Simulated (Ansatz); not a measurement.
## SiH4BrF: geometry relaxation

SiH4BrF, computed with RKS PBE0-D4/def2-SVP (Ansatz 0.2.0).

The input holds or restrains some coordinates. Forces given for the steps count only the free coordinates. Figures and captions count atoms from 1; the log counts them from 0 in places.

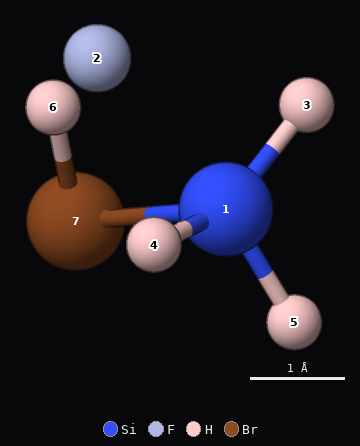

Figure 1. The input geometry (ball-and-stick view, seen at a tilt; atoms are numbered from 1 in the order of the input).

**Summary**

```json
{"quantity": "outcome", "value": "converged under the restraints of the input"}
{"quantity": "total energy", "value": "−80678.3559 eV"}
{"quantity": "mean-field energy", "value": "−80678.2508 eV"}
{"quantity": "dispersion energy", "value": "−0.1051 eV"}
{"quantity": "SCF solution under orbital rotations", "value": "stable"}
{"quantity": "largest force (length of the vector) at the end, held atoms and coordinates included", "value": "2.657 eV/Å"}
{"quantity": "dipole moment", "value": "1.18 D"}
{"quantity": "hardware", "value": "4 threads of Intel Xeon @ 2.50GHz, 180 GiB of memory available, shared host"}
{"quantity": "wall time", "value": "11 s (CPU time 33 s)"}
{"quantity": "peak memory", "value": "0.19 GiB"}
```

**The input**
```yaml
crystal:
  periodic: [false, false, false]
  atoms:
    - {symbol: Si, position_ang: [-0.696300, -0.200200, 0.031500]}
    - {symbol: F, position_ang: [1.274300, -0.780500, 0.583500]}
    - {symbol: H, position_ang: [-0.489600, -1.329700, -0.849700]}
    - {symbol: H, position_ang: [-0.757100, -0.035900, 1.468400]}
    - {symbol: H, position_ang: [-1.858900, 0.524800, -0.507100]}
    - {symbol: H, position_ang: [1.589600, 0.303200, 0.013900]}
    - {symbol: Br, position_ang: [0.938100, 1.518200, -0.740500]}
basis:
  gaussian: {orbitals: def2-SVP}
hamiltonian: {xc: pbe0, dispersion: d4}
relax: {f_tol: 0.04, max_steps: 150, escape_saddle: false, constraints: [{distance: [0, 6]}, {distance: [1, 5]}, {distance: [0, 1]}, {distance: [5, 6]}]}
```

Launched with:
```bash
ansatz run in.yaml --threads 4 --pin off --events-out ev --progress --plain --max-ram 9574MiB
```

**What the program printed**
```
Functional definition: PBE0
  name "PBE0"
  cite "Adamo & Barone, J. Chem. Phys. 110, 6158 (1999) doi:10.1063/1.478522"
  cite "Perdew, Burke & Ernzerhof, Phys. Rev. Lett. 77, 3865 (1996) doi:10.1103/PhysRevLett.77.3865"
  parent pbe
  parameter a = 0.25
  parameter kappa = 0.804
  parameter beta = 0.06672455060314922
  exchange = (1 - a)*pbe_x(kappa = kappa, mu = beta*pi^2/3) + a*exact_x
  correlation = pbe_c(beta = beta)
862 factors; integrals over basis functions are off by at most 5.9e-4 eV
mean field evaluation 1: about -80676.4325 eV, gradient 3.1e1 eV
mean field evaluation 2: about -80672.5321 eV, gradient 5.9e1 eV
mean field evaluation 4: about -80678.0968 eV, gradient 7.2e-1 eV
mean field evaluation 8: about -80678.1046 eV, gradient 1.5e-2 eV
mean field -80678.10456261 eV, -2964.8656570925 hartree, gradient 1.5e-5 eV, S^2 0.000000; 0 other end points of the search recorded, 0 dependent functions left out
the calculation of the forces begins
reference -80678.10458434 eV, -2964.8656578910 hartree; 31, 31 occupied and 53, 53 virtual orbitals, 862 factors
relax step   1: F+E_penalty+E_count = -80678.21057508 eV  Δ(F+E_penalty+E_count) = +0.000e0 eV  max|allowed force component| = 7.597e-1 eV/Å  Δτ_max = 0.0000 Å  (23 SCF iters, accepted)
  distance Si 0 - Br 6 held at 2.494022 Å   reaction = +8.9163e-1 eV/Å
  distance F 1 - H 5 held at 1.264225 Å   reaction = +1.6101e0 eV/Å
  distance Si 0 - F 1 held at 2.127138 Å   reaction = +4.1889e-1 eV/Å
  distance H 5 - Br 6 held at 1.571559 Å   reaction = -1.4629e0 eV/Å
these checks for a lower state are left out or cut short: starts, cluster_reference, orbital_swaps, neighbouring_geometries, increment
862 factors; integrals over basis functions are off by at most 7.1e-4 eV
mean field evaluation 16: about -80678.2299 eV, gradient 1.3e-1 eV
mean field -80678.23515052 eV, -2964.8704561096 hartree, gradient 1.4e-5 eV, S^2 0.000000; 0 other end points of the search recorded, 0 dependent functions left out
the calculation of the forces begins
reference -80678.23517276 eV, -2964.8704569269 hartree; 31, 31 occupied and 53, 53 virtual orbitals, 862 factors
relax step   2: F+E_penalty+E_count = -80678.34018269 eV  Δ(F+E_penalty+E_count) = -1.296e-1 eV  max|allowed force component| = 2.093e-1 eV/Å  Δτ_max = 0.1762 Å  (27 SCF iters, accepted)
  distance Si 0 - Br 6 held at 2.494022 Å   reaction = +1.2146e-1 eV/Å
  distance F 1 - H 5 held at 1.264225 Å   reaction = +1.7135e0 eV/Å
  distance Si 0 - F 1 held at 2.127138 Å   reaction = +6.4321e-1 eV/Å
  distance H 5 - Br 6 held at 1.571559 Å   reaction = -1.1386e0 eV/Å
these checks for a lower state are left out or cut short: starts, cluster_reference, orbital_swaps, neighbouring_geometries, increment
862 factors; integrals over basis functions are off by at most 7.2e-4 eV
mean field -80678.24772364 eV, -2964.8709181634 hartree, gradient 7.5e-6 eV, S^2 0.000000; 0 other end points of the search recorded, 0 dependent functions left out
the calculation of the forces begins
reference -80678.24774596 eV, -2964.8709189836 hartree; 31, 31 occupied and 53, 53 virtual orbitals, 862 factors
relax step   3: F+E_penalty+E_count = -80678.35287476 eV  Δ(F+E_penalty+E_count) = -1.269e-2 eV  max|allowed force component| = 1.479e-1 eV/Å  Δτ_max = 0.0746 Å  (27 SCF iters, accepted)
  distance Si 0 - Br 6 held at 2.494022 Å   reaction = +1.3777e-1 eV/Å
  distance F 1 - H 5 held at 1.264225 Å   reaction = +1.6572e0 eV/Å
  distance Si 0 - F 1 held at 2.127138 Å   reaction = +6.3571e-1 eV/Å
  distance H 5 - Br 6 held at 1.571559 Å   reaction = -1.1391e0 eV/Å
these checks for a lower state are left out or cut short: starts, cluster_reference, orbital_swaps, neighbouring_geometries, increment
862 factors; integrals over basis functions are off by at most 7.1e-4 eV
mean field evaluation 32: about -80678.2508 eV, gradient 1.6e-5 eV
mean field -80678.25075642 eV, -2964.8710296160 hartree, gradient 7.1e-6 eV, S^2 0.000000; 0 other end points of the search recorded, 0 dependent functions left out
the calculation of the forces begins
reference -80678.25077874 eV, -2964.8710304360 hartree; 31, 31 occupied and 53, 53 virtual orbitals, 862 factors
relax step   4: F+E_penalty+E_count = -80678.35590256 eV  Δ(F+E_penalty+E_count) = -3.028e-3 eV  max|allowed force component| = 2.828e-2 eV/Å  Δτ_max = 0.0242 Å  (28 SCF iters, accepted)
```

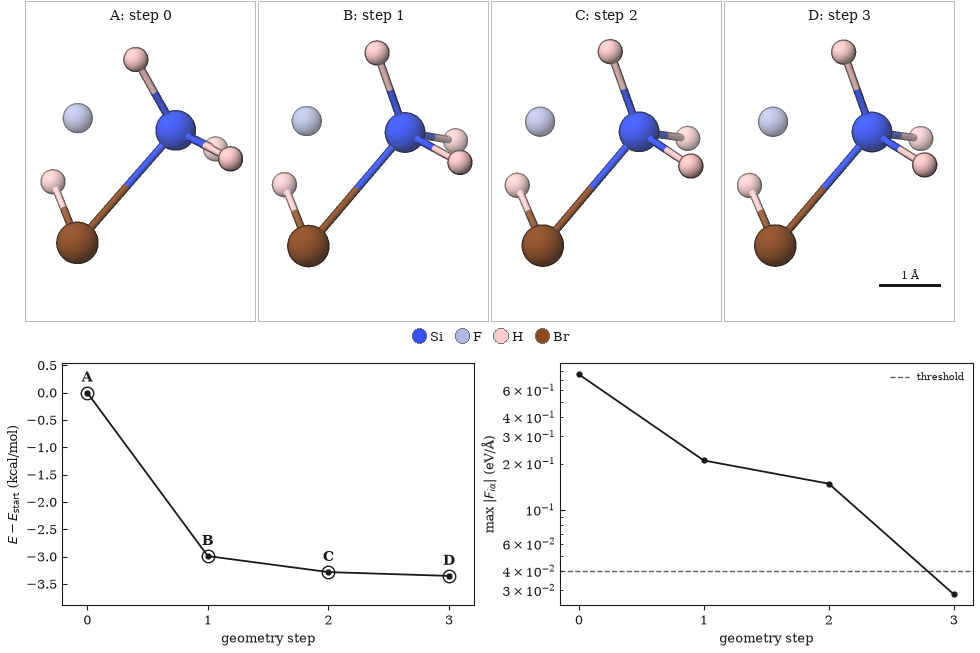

Figure 2. Frames of the restrained relaxation (ball-and-stick view, seen at a tilt) above the curves, on which the letters mark them (the first geometry is step 0 here and step 1 in the log).

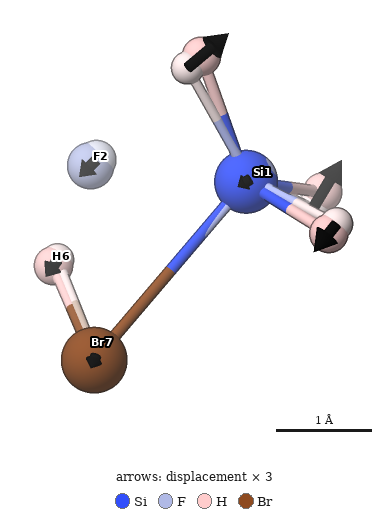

Figure 3. Start (faint) and end (solid) with the displacements as black arrows, magnified 3 times (ball-and-stick view, seen at a tilt). The two geometries are laid on each other by the best rigid fit. Over 3 geometry steps the energy falls by 3.35 kcal/mol. The largest force component goes from 0.76 to 0.028 eV/Å. The largest moves after the best rigid fit, 0.20 Å, are those of H3 and H4. Largest moves by element: H 0.20 Å, F 0.09 Å, Si 0.05 Å, Br 0.05 Å. Among the contacts that change: Si1–H3 1.447 → 1.484 Å, Si1–H5 1.472 → 1.501 Å. Among the angles that change: H3–Si1–H4 134.3° → 120.7°, H3–Si1–Br7 104.8° → 114.7°, H5–Si1–Br7 93.7° → 89.5°. (Atoms are counted from 1 in the order of the input.)

```
  distance Si 0 - Br 6 held at 2.494022 Å   reaction = +1.7611e-1 eV/Å
  distance F 1 - H 5 held at 1.264225 Å   reaction = +1.6442e0 eV/Å
  distance Si 0 - F 1 held at 2.127138 Å   reaction = +6.2302e-1 eV/Å
  distance H 5 - Br 6 held at 1.571559 Å   reaction = -1.1709e0 eV/Å
862 factors; integrals over basis functions are off by at most 7.1e-4 eV
mean field -80678.25075642 eV, -2964.8710296160 hartree, gradient 7.1e-6 eV, S^2 0.000000; 1 other end points of the search recorded, 0 dependent functions left out
the calculation of the forces begins
reference -80678.25077874 eV, -2964.8710304360 hartree; 31, 31 occupied and 53, 53 virtual orbitals, 862 factors
Total energy: -80678.35592487 eV, -2964.8748944853 hartree
Atom 0 at    -0.646935    -0.179042     0.025417 Å, force     0.692899    -0.044846     0.104928 eV/Å
Atom 1 at     1.337292    -0.727613     0.560794 Å, force    -0.199294     1.573772    -0.902420 eV/Å
Atom 2 at    -0.618101    -1.444357    -0.749922 Å, force    -0.007365     0.022497     0.015807 eV/Å
Atom 3 at    -0.876684    -0.192578     1.491718 Å, force    -0.002263    -0.002040    -0.028245 eV/Å
Atom 4 at    -1.778776     0.619764    -0.551165 Å, force     0.028276    -0.010817     0.009252 eV/Å
Atom 5 at     1.630058     0.360086    -0.013194 Å, force     0.115313    -2.311297     1.304695 eV/Å
Atom 6 at     0.953247     1.563640    -0.763648 Å, force    -0.627566     0.772731    -0.504017 eV/Å
Dipole moment:    -0.168907     0.146415    -0.101302 e Å
```

**Trajectory as extended XYZ (Å, eV, eV/Å), 4 frames, from step=1 to step=4**
```
7
Properties=species:S:1:pos:R:3:forces:R:3 step=1 energy=-80678.21058
Si   -0.6963   -0.2002    0.0315    1.4152   0.8174  -0.2897
F     1.2743   -0.7805    0.5835    0.3148   1.4850  -0.7949
H    -0.4896   -1.3297   -0.8497   -0.2059  -0.7597  -0.2135
H    -0.7571   -0.0359    1.4684   -0.3129  -0.2422   0.7104
H    -1.8589    0.5248   -0.5071   -0.4255   0.2658  -0.1980
H     1.5896    0.3032    0.0139    0.0072  -2.4315   1.3603
Br    0.9381    1.5182   -0.7405   -0.7930   0.8652  -0.5747
7
Properties=species:S:1:pos:R:3:forces:R:3 step=2 energy=-80678.34018
Si   -0.6295   -0.1737    0.0245    0.5295  -0.2297   0.1891
F     1.3469   -0.7408    0.5694   -0.3024   1.6971  -0.9833
H    -0.6205   -1.4273   -0.7834    0.0969   0.0777   0.1556
H    -0.8833   -0.1557    1.4940    0.1298  -0.0804  -0.1278
H    -1.7959    0.5769   -0.5292    0.0092   0.2093  -0.1159
H     1.6129    0.3508   -0.0100    0.2524  -2.3466   1.3405
Br    0.9696    1.5697   -0.7653   -0.7153   0.6727  -0.4582
7
Properties=species:S:1:pos:R:3:forces:R:3 step=3 energy=-80678.35287
Si   -0.6476   -0.1826    0.0273    0.6631  -0.0695   0.1150
F     1.3372   -0.7298    0.5621   -0.2407   1.6029  -0.9236
H    -0.6126   -1.4538   -0.7496   -0.0429   0.1258   0.0681
H    -0.8722   -0.1974    1.5005   -0.0180   0.0051  -0.1479
H    -1.7644    0.6374   -0.5594    0.0322  -0.1202   0.0708
H     1.6157    0.3601   -0.0148    0.1738  -2.3018   1.3062
Br    0.9440    1.5660   -0.7661   -0.5673   0.7577  -0.4887
7
Properties=species:S:1:pos:R:3:forces:R:3 step=4 energy=-80678.35590
Si   -0.6469   -0.1790    0.0254    0.6929  -0.0448   0.1049
F     1.3373   -0.7276    0.5608   -0.1993   1.5738  -0.9024
H    -0.6181   -1.4444   -0.7499   -0.0074   0.0225   0.0158
H    -0.8767   -0.1926    1.4917   -0.0023  -0.0020  -0.0282
H    -1.7788    0.6198   -0.5512    0.0283  -0.0108   0.0093
H     1.6301    0.3601   -0.0132    0.1153  -2.3113   1.3047
Br    0.9532    1.5636   -0.7636   -0.6276   0.7727  -0.5040
```

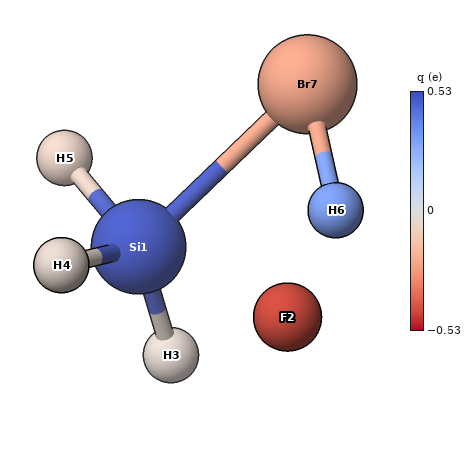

Figure 4. Mulliken charges, as the colour of each atom (ball-and-stick view, seen at a tilt; atoms are numbered from 1 in the order of the input). By element: Si +0.51, F −0.43, H −0.08 to +0.31 and Br −0.24 e.
